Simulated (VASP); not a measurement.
# TiC (Khamrabaevite): structure and properties in VASP, part 2 of 4

Aim: relax TiC (Khamrabaevite) with PBEsol, compute its properties on that cell and hold them against experiment. Left out of this account: 1 further run (relaxation: it shows nothing beyond the runs told). The start is a cell from a database of measured crystal structures.

VASP 6.6.1; PBEsol; plane waves and PAW (Ti_sv, C).

So far. Step 2 (Full relaxation (PBEsol)): It ends with forces that vanish by symmetry and a pressure of -0.04 GPa. The volume lies -2.3 % from that of the database's start, which holds the thermal and zero-point expansion of its experiment. Step 3 (Second relaxation): It ends with forces that vanish by symmetry and a pressure of -0.06 GPa. The volume moved by under 0.01 %: the run met its threshold at the first step.

### Step 4. Single point with fields (PBEsol)

A single point on the relaxed cell gives a clean self-consistent state, with density, ELF and potential written out.

INCAR reads:

```
SYSTEM = TiC
PREC = Accurate
ENCUT = 520
EDIFF = 1E-06
NELM = 100
ISMEAR = 0
SIGMA = 0.05
LREAL = .FALSE.
ALGO = Normal
GGA = PS
NBANDS = 14
LASPH = .TRUE.
LORBIT = 11
LWAVE = .FALSE.
LCHARG = .TRUE.
ISIF = 2
LELF = .TRUE.
LVHAR = .TRUE.
```

POSCAR reads:

```
TiC
1.0
    0.0000000000      2.1474690364      2.1474690364
    2.1474690364      0.0000000000      2.1474690364
    2.1474690364      2.1474690364      0.0000000000
Ti C
1 1
Direct
    0.0000000000      0.0000000000      0.0000000000
    0.5000000000      0.5000000000      0.5000000000
```

KPOINTS reads:

```
Automatic mesh
0
Gamma
8 8 8
0 0 0
```

Potentials, in the order of the species: Ti_sv and C (PBE family, release 64).

The run is started by

```sh
$ mpirun -np 2 vasp_std
```

What it wrote:

```text
[banner, memory and clock lines left out]
running    2 mpi-ranks, on    1 nodes
 distrk:  each k-point on    2 cores,    1 groups
 distr:  one band on    1 cores,    2 groups

 POSCAR found type information on POSCAR TiC
 POSCAR found :  2 types and       2 ions
 [... a notice as in an earlier step ...]

 LDA part: xc-table for (Slater+PW92), standard interpolation
 POSCAR, INCAR and KPOINTS ok, starting setup
 FFT: planning ... GRIDC
 FFT: planning ... GRID_SOFT
 FFT: planning ... GRID
 WAVECAR not read
 entering main loop
       N       E                     dE             d eps       ncg     rms          rms(c)
DAV:   1     0.114270666865E+03    0.11427E+03   -0.81271E+03   820   0.138E+03
DAV:   2    -0.172122359988E+02   -0.13148E+03   -0.12336E+03   872   0.345E+02
[... 3 cycles as in an earlier step ...]
DAV:   6    -0.203747132667E+02    0.47868E+01   -0.12568E+01  1150   0.602E+01    0.670E+00
[... 1 cycle as in an earlier step ...]
DAV:   8    -0.198076197019E+02    0.35819E-01   -0.11437E-01   934   0.428E+00    0.312E+00
DAV:   9    -0.198031305758E+02    0.44891E-02   -0.10117E-01  1010   0.382E+00    0.802E-01
DAV:  10    -0.198018792824E+02    0.12513E-02   -0.97361E-03  1074   0.130E+00    0.725E-01
[... 1 cycle as in an earlier step ...]
DAV:  12    -0.197995175571E+02    0.11729E-04   -0.37180E-04   938   0.227E-01    0.397E-02
DAV:  13    -0.197995118138E+02    0.57433E-05   -0.14838E-05  1028   0.334E-02    0.526E-03
DAV:  14    -0.197995114666E+02    0.34716E-06   -0.69701E-07   684   0.127E-02
   1 F= -.19799511E+02 E0= -.19799076E+02  d E =-.871180E-03
```

It took 6.8 s on 2 MPI ranks of AMD EPYC 7R43, shared host; peak memory 0.18 GiB; 12 s of CPU time.

OUTCAR, selected parts (step 4):

```text
The static configuration has the point symmetry O_h .

 Found     29 irreducible k-points:

   NELECT =      16.0000    total number of electrons

 E-fermi :   9.5732

  Total       -0.0079582     -0.0079582     -0.0079582      0.0000000      0.0000000      0.0000000
  in kB       -0.6437499     -0.6437499     -0.6437499      0.0000000      0.0000000      0.0000000
  external PRESSURE =      -0.6437499 kB  Pullay stress =       0.0000000 kB

 POSITION                                       TOTAL-FORCE (eV/Angst)
 -----------------------------------------------------------------------------------
      0.00000      0.00000      0.00000         0.000000      0.000000      0.000000
      2.14747      2.14747      2.14747        -0.000000     -0.000000     -0.000000
 -----------------------------------------------------------------------------------
    total drift:                                0.000000     -0.000000     -0.000000

[... 18 parts as in an earlier step ...]
```

Numbers from this step:

* SCF cycles: 14

Valence electrons inside each PAW sphere by angular momentum. Sphere charges, by row:

```
atom  s (e)  p (e)  d (e)  tot (e)
 Ti1  2.206  6.263  1.994    10.46
  C2  0.893  1.506      0    2.399
```

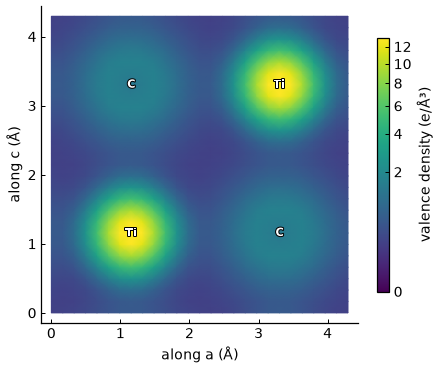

Valence density in the ac plane of the conventional cell at fractional y = 0.000, with atoms of Ti and C within 0.2 Å of it. It is the smooth field of the valence electrons, not physical close to the nuclei. The map starts off the cell's origin, so that atoms lie inside it. The colour scale is stretched toward low values.

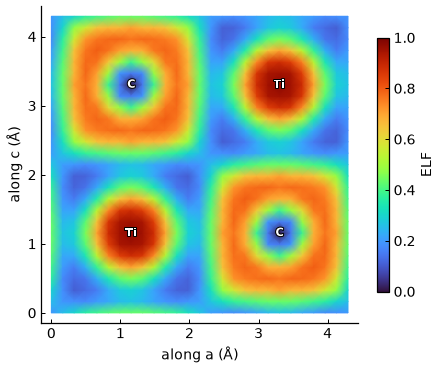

ELF in the ac plane of the conventional cell at fractional y = 0.000, with atoms of Ti and C within 0.2 Å of it. It is the smooth field of the valence electrons, not physical close to the nuclei. The map starts off the cell's origin, so that atoms lie inside it.

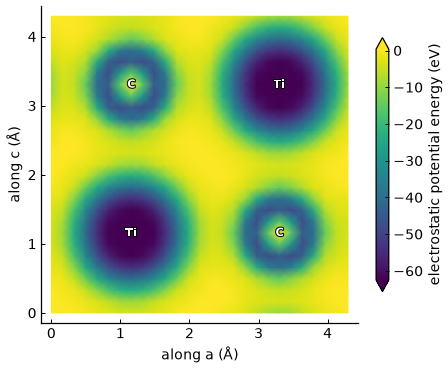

Electrostatic potential energy in the ac plane of the conventional cell at fractional y = 0.000, with atoms of Ti and C within 0.2 Å of it. With pseudopotentials it is smooth inside the atoms' cores, unlike the true potential. The map starts off the cell's origin, so that atoms lie inside it.

In this run the pressure is -0.06 GPa, small enough to go on.

### Step 5. Band structure (PBEsol)

Levels along the symmetry lines show where the bands peak and cross; KPOINTS_OPT computes them in the converged potential.

INCAR reads:

```
SYSTEM = TiC
PREC = Accurate
ENCUT = 520
EDIFF = 1E-06
NELM = 100
ISMEAR = 0
SIGMA = 0.05
LREAL = .FALSE.
ALGO = Normal
GGA = PS
NBANDS = 20
LASPH = .TRUE.
LORBIT = 11
LWAVE = .FALSE.
LCHARG = .FALSE.
KPAR = 2
```

POSCAR is that of step 4.

KPOINTS is that of step 4.

KPOINTS_OPT reads:

```
Line mode
16
Line-mode
Reciprocal
  0.00000000   0.00000000   0.00000000 GAMMA
  0.50000000   0.00000000   0.50000000 X

  0.50000000   0.00000000   0.50000000 X
  0.50000000   0.25000000   0.75000000 W

  0.50000000   0.25000000   0.75000000 W
  0.37500000   0.37500000   0.75000000 K

  0.37500000   0.37500000   0.75000000 K
  0.00000000   0.00000000   0.00000000 GAMMA

  0.00000000   0.00000000   0.00000000 GAMMA
  0.50000000   0.50000000   0.50000000 L

  0.50000000   0.50000000   0.50000000 L
  0.62500000   0.25000000   0.62500000 U

  0.62500000   0.25000000   0.62500000 U
  0.50000000   0.25000000   0.75000000 W

  0.50000000   0.25000000   0.75000000 W
  0.50000000   0.50000000   0.50000000 L

  0.50000000   0.50000000   0.50000000 L
  0.37500000   0.37500000   0.75000000 K

  0.62500000   0.25000000   0.62500000 U
  0.50000000   0.00000000   0.50000000 X
```

The run is started by

```sh
$ mpirun -np 2 vasp_std
```

What it wrote:

```text
[... set-up lines as in an earlier step ...]
 entering main loop
       N       E                     dE             d eps       ncg     rms          rms(c)
DAV:   1     0.120408223044E+03    0.12041E+03   -0.70252E+03  1176   0.958E+02
DAV:   2    -0.174336722496E+02   -0.13784E+03   -0.12687E+03  1184   0.274E+02
DAV:   3    -0.250008973852E+02   -0.75672E+01   -0.74163E+01  1392   0.628E+01
DAV:   4    -0.251593971380E+02   -0.15850E+00   -0.15826E+00  1368   0.873E+00
DAV:   5    -0.251617906742E+02   -0.23935E-02   -0.23935E-02  1292   0.103E+00    0.189E+01
DAV:   6    -0.204062229140E+02    0.47556E+01   -0.44995E+00  1560   0.421E+01    0.684E+00
DAV:   7    -0.198385353714E+02    0.56769E+00   -0.10825E+00  1420   0.145E+01    0.518E+00
DAV:   8    -0.197992848043E+02    0.39251E-01   -0.13318E-01  1516   0.449E+00    0.168E+00
DAV:   9    -0.198045973696E+02   -0.53126E-02   -0.40981E-02  1380   0.145E+00    0.955E-01
DAV:  10    -0.198019174185E+02    0.26800E-02   -0.32230E-03  1348   0.725E-01    0.695E-01
DAV:  11    -0.197995053438E+02    0.24121E-02   -0.16580E-03  1404   0.703E-01    0.670E-02
DAV:  12    -0.197995115857E+02   -0.62420E-05   -0.19335E-04  1236   0.104E-01    0.295E-02
DAV:  13    -0.197995110077E+02    0.57797E-06   -0.25288E-06  1460   0.242E-02
   1 F= -.19799511E+02 E0= -.19799075E+02  d E =-.872575E-03
 Start KPOINTS_OPT (optional k-point list driver)
k-point batch [1-29\160]
       N       E                     dE             ncg
DAV:   1    -0.126416582706E+04   -0.17430E+05     1184
DAV:   2    -0.516836882991E+04   -0.39042E+04     1196
DAV:   3    -0.536522793683E+04   -0.19686E+03     1488
DAV:   4    -0.536872198504E+04   -0.34940E+01     1280
DAV:   5    -0.536876233804E+04   -0.40353E-01     1392
DAV:   6    -0.536876303424E+04   -0.69620E-03     1344
DAV:   7    -0.536876304876E+04   -0.14517E-04     1372
DAV:   8    -0.536876304905E+04   -0.28778E-06     1116
[...]
k-point batch [146-160\160]
       N       E                     dE             ncg
DAV:   1     0.954589920523E+04   -0.12601E+05      600
DAV:   2     0.752911033139E+04   -0.20168E+04      628
DAV:   3     0.742924055711E+04   -0.99870E+02      800
DAV:   4     0.742762441033E+04   -0.16161E+01      676
DAV:   5     0.742760832687E+04   -0.16083E-01      744
DAV:   6     0.742760806694E+04   -0.25993E-03      744
DAV:   7     0.742760806156E+04   -0.53805E-05      752
DAV:   8     0.742760806145E+04   -0.10555E-06      584
```

The job ended after 21 s (2 MPI ranks; peak memory 0.23 GiB).

Parts of OUTCAR (step 5):

```text
   k-points           NKPTS =     29   k-points in BZ     NKDIM =     29   number of bands    NBANDS=     20

   NELECT =      16.0000    total number of electrons

 E-fermi :   9.5731

 k-point     1 :       0.0000    0.0000    0.0000
  band No.  band energies     occupation
      1     -46.6529      2.00000
      2     -22.7659      2.00000
      3     -22.7659      2.00000
      4     -22.7659      2.00000
      5      -2.8814      2.00000
      6      10.2748      0.00000
      7      10.2748      0.00000
      8      10.2748      0.00000
      9      11.3414      0.00000
     10      11.3414      0.00000
    ...

  Total       -0.0329849     -0.0329849     -0.0329849      0.0000000      0.0000000     -0.0000000
  in kB       -2.6681825     -2.6681825     -2.6681825      0.0000000      0.0000000     -0.0000000
  external PRESSURE =      -2.6681825 kB  Pullay stress =       0.0000000 kB

 POSITION                                       TOTAL-FORCE (eV/Angst)
 -----------------------------------------------------------------------------------
      0.00000      0.00000      0.00000         0.000000     -0.000000      0.000000
      2.14747      2.14747      2.14747        -0.000000      0.000000     -0.000000
 -----------------------------------------------------------------------------------
    total drift:                                0.000000     -0.000000     -0.000000

  FREE ENERGIE OF THE ION-ELECTRON SYSTEM (eV)
  ---------------------------------------------------
  free  energy   TOTEN  =       -19.7995110077 eV

  energy  without entropy=      -19.7986384323  energy(sigma->0) =      -19.79907472

[... 7 parts as in an earlier step ...]

[... 9 further parts left out ...]
```

This step gave:

```
SCF cycles : 13
bands      : 20
pressure   : -0.2668 GPa
```

The electronic bands at the labelled points (eV, zero at the Fermi level; # counts the bands kept, so #1 is VASP's band 5):

```
    point      #1     #2     #3     #4    #5    #6    #7    #8
        Γ  -12.45   0.70   0.70   0.70  1.77  1.77  1.77  1.81
        X  -10.13  -3.43  -1.72   0.03  0.03  2.86  3.68  3.68
        W   -9.49  -3.18  -3.18  -2.73  2.91  2.91  3.68  5.41
        K   -9.57  -3.54  -3.37  -1.72  1.52  3.28  4.00  5.67
        Γ  -12.45   0.70   0.70   0.70  1.77  1.77  1.77  1.81
        L   -8.81  -5.96  -2.95  -2.95  3.05  3.05  4.28  8.33
        U   -9.57  -3.54  -3.37  -1.72  1.52  3.28  4.00  5.67
        W   -9.49  -3.18  -3.18  -2.73  2.91  2.91  3.68  5.41
        L   -8.81  -5.96  -2.95  -2.95  3.05  3.05  4.28  8.33
        K   -9.57  -3.54  -3.37  -1.72  1.52  3.28  4.00  5.67
jump to U   -9.57  -3.54  -3.37  -1.72  1.52  3.28  4.00  5.67
        X  -10.13  -3.43  -1.72   0.03  0.03  2.86  3.68  3.68
```

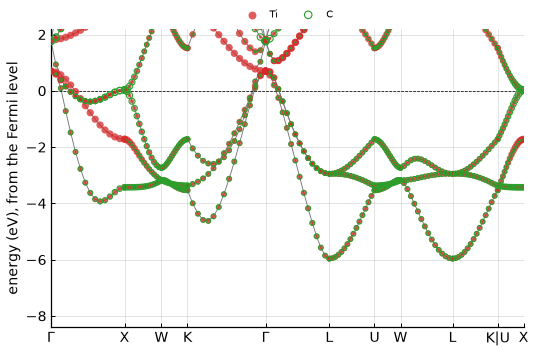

Electronic bands along the path; dots are coloured as in the legend, and their area grows with the weight.

There is no gap at this level.

Of the bands kept, 4 cross the Fermi level on this path.

### Step 6. Density of states (PBEsol)

Here the states are counted by energy and projected on the atoms. The mesh is finer than in the run before.

Edit INCAR of step 5 so:

```diff
@@ -5,3 +5,3 @@
 NELM = 100
-ISMEAR = 0
+ISMEAR = -5
 SIGMA = 0.05
@@ -16 +16,2 @@
 KPAR = 2
+NEDOS = 2001
```

POSCAR is that of step 5.

KPOINTS reads:

```
Automatic mesh
0
Gamma
11 11 11
0 0 0
```

The run is started by

```sh
$ mpirun -np 2 vasp_std
```

What it wrote:

```text
[... set-up lines as in an earlier step ...]
 entering main loop
       N       E                     dE             d eps       ncg     rms          rms(c)
DAV:   1     0.124990377073E+03    0.12499E+03   -0.72351E+03  2264   0.971E+02
DAV:   2    -0.174576169968E+02   -0.14245E+03   -0.13088E+03  2292   0.277E+02
DAV:   3    -0.249965604358E+02   -0.75389E+01   -0.73940E+01  2704   0.641E+01
DAV:   4    -0.251609260505E+02   -0.16437E+00   -0.16410E+00  2684   0.895E+00
DAV:   5    -0.251634485250E+02   -0.25225E-02   -0.25224E-02  2548   0.107E+00    0.189E+01
DAV:   6    -0.203958893012E+02    0.47676E+01   -0.44853E+00  2992   0.421E+01    0.678E+00
DAV:   7    -0.198386123079E+02    0.55728E+00   -0.10375E+00  2756   0.145E+01    0.518E+00
DAV:   8    -0.197998076652E+02    0.38805E-01   -0.12689E-01  2972   0.430E+00    0.174E+00
DAV:   9    -0.198058425106E+02   -0.60348E-02   -0.41749E-02  2756   0.151E+00    0.990E-01
DAV:  10    -0.198029484801E+02    0.28940E-02   -0.35789E-03  2560   0.795E-01    0.702E-01
DAV:  11    -0.198008650116E+02    0.20835E-02   -0.16774E-03  2760   0.676E-01    0.682E-02
DAV:  12    -0.198008691108E+02   -0.40993E-05   -0.16902E-04  2404   0.102E-01    0.337E-02
DAV:  13    -0.198008814236E+02   -0.12313E-04   -0.31116E-06  2692   0.358E-02    0.645E-03
DAV:  14    -0.198008785643E+02    0.28593E-05   -0.96601E-07  2148   0.133E-02    0.455E-03
DAV:  15    -0.198008778394E+02    0.72496E-06   -0.16765E-07  1256   0.447E-03
   1 F= -.19800878E+02 E0= -.19800878E+02  d E =0.000000E+00
 -----------------------------------------------------------------------------
|                                                                             |
|           W    W    AA    RRRRR   N    N  II  N    N   GGGG   !!!           |
|           W    W   A  A   R    R  NN   N  II  NN   N  G    G  !!!           |
|           W    W  A    A  R    R  N N  N  II  N N  N  G       !!!           |
|           W WW W  AAAAAA  RRRRR   N  N N  II  N  N N  G  GGG   !            |
|           WW  WW  A    A  R   R   N   NN  II  N   NN  G    G                |
|           W    W  A    A  R    R  N    N  II  N    N   GGGG   !!!           |
|                                                                             |
|     Tetrahedron method does not include variations of the Fermi             |
|     occupations, so forces and stress will be inaccurate. We suggest        |
|     using a different smearing scheme ISMEAR = 1 or 2 for metals in         |
|     relaxations.                                                            |
|                                                                             |
 -----------------------------------------------------------------------------
```

It took 14 s on 2 MPI ranks; peak memory 0.22 GiB; 26 s of CPU time.

Parts of OUTCAR (step 6):

```text
   k-points           NKPTS =     56   k-points in BZ     NKDIM =     56   number of bands    NBANDS=     20

   NELECT =      16.0000    total number of electrons

 E-fermi :   9.6365

 k-point     1 :       0.0000    0.0000    0.0000
  band No.  band energies     occupation
      1     -46.6521      2.00000
      2     -22.7648      2.00000
      3     -22.7648      2.00000
      4     -22.7648      2.00000
      5      -2.8829      2.00000
      6      10.2753     -0.08677
      7      10.2753      0.00000
      8      10.2753      0.00000
      9      11.3400      0.00000
     10      11.3400      0.00000
    ...

  Total       -0.0088856     -0.0088856     -0.0088856      0.0000000      0.0000000      0.0000000
  in kB       -0.7187611     -0.7187611     -0.7187611      0.0000000      0.0000000      0.0000000
  external PRESSURE =      -0.7187611 kB  Pullay stress =       0.0000000 kB

 POSITION                                       TOTAL-FORCE (eV/Angst)
 -----------------------------------------------------------------------------------
      0.00000      0.00000      0.00000         0.000000      0.000000      0.000000
      2.14747      2.14747      2.14747         0.000000      0.000000      0.000000
 -----------------------------------------------------------------------------------
    total drift:                                0.000000     -0.000000     -0.000000

  FREE ENERGIE OF THE ION-ELECTRON SYSTEM (eV)
  ---------------------------------------------------
  free  energy   TOTEN  =       -19.8008778394 eV

  energy  without entropy=      -19.8008778394  energy(sigma->0) =      -19.80087784

[... 6 parts as in an earlier step ...]

[... 10 further parts left out ...]
```

With tetrahedra the forces and stress of a metal are not exact derivatives of the energy.

This step gave:

| Item | Value |
| --- | --- |
| SCF cycles | 15 |
| irreducible k-points | 56 |
| Fermi energy | 9.636 eV |
| pressure | -0.07188 GPa |
| DOS at the Fermi level | 0.2280 states/eV/cell |

The density of states has structure finer than the step of the table below, so its rows give means over 1 eV, whole bins alone (the curve runs from -12.0 to 1.66 eV). Peaks (eV: height): total -9.5: 2.18, -4.0: 1.39, -3.0: 2.86, -2.5: 3.31; Ti d -9.5: 0.235, -4.0: 0.276, -3.0: 0.969, -2.5: 1.23; C p -4.0: 0.344, -3.0: 0.695, -2.5: 0.884; Ti p -9.4: 0.130, -3.5: 0.138, -3.1: 0.195, -2.5: 0.100; Ti s -10.1: 0.0447, -4.6: 0.0831, -2.5: 0.0209.

States under -12.0 eV and over 1.7 eV are left out. Density of states against energy, zero at the Fermi level; means over each step; values in states/eV/cell:

```csv
energy (eV),total,Ti d,C p,Ti p,Ti s,C s
-11,0.275,0.00479,0.00220,0.0128,0.0280,0.103
-10,1.08,0.104,0.00422,0.0530,0.0352,0.464
-9,0.542,0.0416,0.00126,0.0399,0.00553,0.243
-8,0,0,0,0,0,0
-7,0,0,0,0,0,0
-6,0.0544,0.00975,0.0113,7.4e-4,0.00650,7.0e-4
-5,0.543,0.107,0.120,0.0158,0.0494,0.00868
-4,1.09,0.207,0.267,0.0768,0.0538,0.0155
-3,1.92,0.638,0.473,0.104,0.00952,0.00744
-2,1.66,0.634,0.424,0.0531,0.00865,0.00460
-1,0.611,0.217,0.169,0.0243,0.00207,0.00171
0,0.273,0.114,0.0632,0.0111,7.1e-4,5.1e-4
1,0.671,0.418,0.0787,0.0121,0.00335,0.00239
```

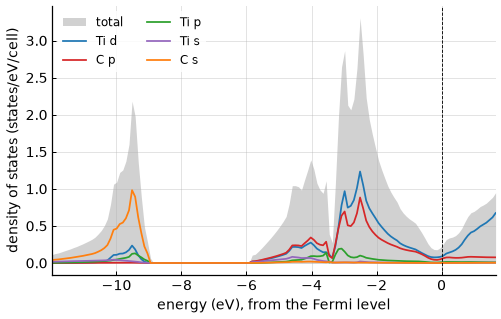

Density of states, plotted against energy.

The finer mesh and the other smearing move the Fermi level by +0.06 eV from the 8×8×8 run, one measure of the sampling error in the zero of the bands above. Of the states within 0.3 eV of the Fermi level, the largest shares in the PAW spheres are Ti d 41 % and C p 24 %. The rest lies in smaller channels or between the spheres.

[end of part 2 of 4]

[Lines on the potential files, build, host, timing and source positions are cut from VASP's logs without a mark.]

[Logs are printed without paths, hosts, clocks, repeated set-up lines and the standing remarks that a program may print on its own settings, such as how far it seeks lower states.]

[Hosts, paths, dates, database ids (printed as entryN), source tags and the programs' standing remarks are cut or masked in the printed files.]

[Measured values are set beside computed ones only where the two were judged alike; some that the calculation misses by far are left out.]
